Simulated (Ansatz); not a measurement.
**Ge3H4O8 (charge +1, doublet): density, localisation and related maps**

Input file:

```
crystal:
  periodic: [false, false, false]
  atoms:
    - {symbol: Ge, position_ang: [1.059215, -1.426053, -1.673732]}
    - {symbol: Ge, position_ang: [-0.190267, 0.174968, 0.517266]}
    - {symbol: Ge, position_ang: [1.838069, 1.028273, -1.494951]}
    - {symbol: O, position_ang: [-1.940487, 0.893060, 0.162676]}
    - {symbol: O, position_ang: [0.893940, 1.460316, 0.044647]}
    - {symbol: O, position_ang: [0.546015, 0.149088, -2.452380]}
    - {symbol: O, position_ang: [-2.960842, 0.174995, 2.130720]}
    - {symbol: O, position_ang: [-3.071615, 0.460907, 0.824101]}
    - {symbol: O, position_ang: [-0.018132, -1.434154, -0.158847]}
    - {symbol: O, position_ang: [2.580712, -0.594215, -1.103224]}
    - {symbol: O, position_ang: [-0.529711, 0.079728, 2.304676]}
    - {symbol: H, position_ang: [2.630289, 2.239736, -1.983244]}
    - {symbol: H, position_ang: [-1.873033, 0.126800, 2.381732]}
    - {symbol: H, position_ang: [0.007114, -0.536599, 2.849020]}
    - {symbol: H, position_ang: [1.028712, -2.796839, -2.348459]}
basis:
  gaussian: {orbitals: def2-SVP, initial_orbitals: start.molden}
total_charge: 1
magnetization: {spin_polarized: true, initial_magnetization: 1}
hamiltonian: {xc: pbe0, dispersion: d4}
scf: {omitted_lower_state_checks: [starts]}
output: {orbitals: {seedname: orbitals}}
```

Command:

```sh
ansatz run in.yaml --threads 4 --pin off --events-out ev --progress --plain --max-ram 6963MiB
```

Geometry: PBE-D4/def2-SVP.

Computed with UKS PBE0-D4/def2-SVP in Ansatz 0.2.0.

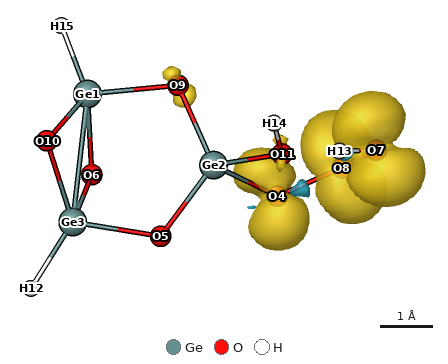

Figure 1. Isosurfaces of the spin density at +0.015 (yellow) and −0.015 e/Å³ (cyan), seen at a tilt.

Describe the spin distribution.

Answer. The unpaired spin (1 electron) lies mostly on O8 (about 0.4), O7 (about 0.4) and O4 (about 0.2), in electrons by Hirshfeld's partition.

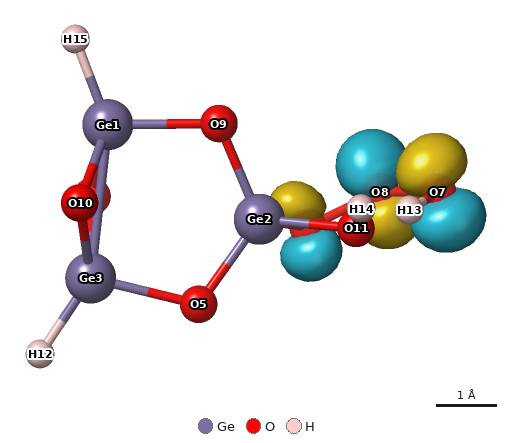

Figure 2. The LUMO (β) at ±0.2 Å⁻³ᐟ² (yellow and cyan are the two phases), seen at a tilt.

Describe this orbital and give its energy.

Answer. It lies mainly on O8 (about 40 %), O7 (about 35 %) and O4 (about 15 %); π-antibonding (π*) across O8–O7. Its energy is −9.64 eV.

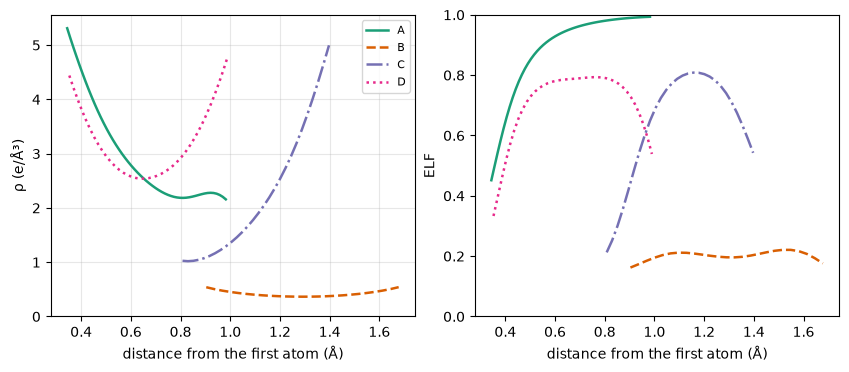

Figure 3. Total electron density and electron localisation function along straight lines between neighbouring atoms. The curves leave out the atomic cores.

Which curve belongs to which contact (Ge–Ge, Ge–O, O–H and O–O)? The first atom named is at distance zero.

Answer. Curve A: O–H (0.98 Å): ρ at the midpoint is about 3.6 e/Å³; the ELF climbs to about 1 towards the hydrogen, as it does in any bond to H: a covalent bond by its length. Curve B: Ge–Ge (2.58 Å): ρ is about 0.36 e/Å³ halfway; the ELF is about 0.20 at the midpoint. Curve C: Ge–O (1.75 Å): ρ is about 1 e/Å³ halfway; the ELF peaks at about 0.80 in the valence shell of O, 0.6 Å from its nucleus, and is about 0.35 at the midpoint. Curve D: O–O (1.34 Å): ρ at the midpoint is about 2.5 e/Å³; the ELF peaks at about 0.80 between the atoms: localised, covalent bonding.
